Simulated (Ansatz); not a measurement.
Input file:

```
crystal:
  periodic: [false, false, false]
  atoms:
    - {symbol: F, position_ang: [0.499818, -0.990999, 1.592289]}
    - {symbol: C, position_ang: [0.687990, -0.652002, 0.306228]}
    - {symbol: F, position_ang: [0.662491, -1.790294, -0.406540]}
    - {symbol: F, position_ang: [1.933193, -0.157398, 0.209804]}
    - {symbol: Ge, position_ang: [-0.690026, 0.661430, -0.331545]}
    - {symbol: H, position_ang: [-0.570028, 1.906786, 0.549557]}
    - {symbol: H, position_ang: [-0.373506, 0.973252, -1.795867]}
    - {symbol: H, position_ang: [-2.057733, -0.007876, -0.179727]}
basis:
  gaussian: {orbitals: def2-TZVPP}
hamiltonian: {xc: pbe0, dispersion: d4}
output: {orbitals: {seedname: orbitals}}
```

Run with:

```sh
ansatz run in.yaml --threads 4 --pin off --events-out ev --progress --plain --max-ram 10444MiB
```

Geometry: PBE0-D4/def2-TZVP.

Computed with RKS PBE0-D4/def2-TZVPP in Ansatz.

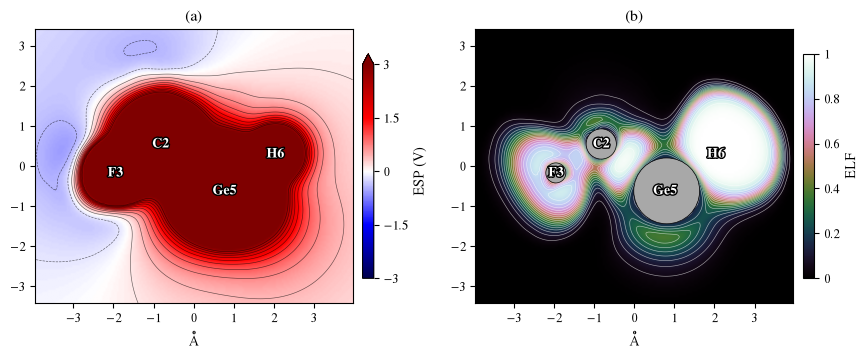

CH3F3Ge. (a) molecular electrostatic potential; (b) electron localisation function on the plane of atoms F3, C2 and Ge5. Grey discs cover the atomic cores in the ELF map.

> Read the bonding off the picture.

The plane passes through C, F, Ge and H nuclei.
C–F (1.34 Å): the ELF peaks at about 0.80 between the atoms: a shared but strongly polarised pair.
C–Ge (2.01 Å): the ELF peaks at about 1 in the valence shell of C, 0.7 Å from its nucleus, and is about 0.80 at the midpoint.
Ge–H (1.53 Å): the ELF climbs to about 1 towards the hydrogen.
The ELF also peaks beside F3, away from the bonds: lone-pair regions.
Outside the dense part of the molecule the potential is most negative (−0.6 V) near F3.
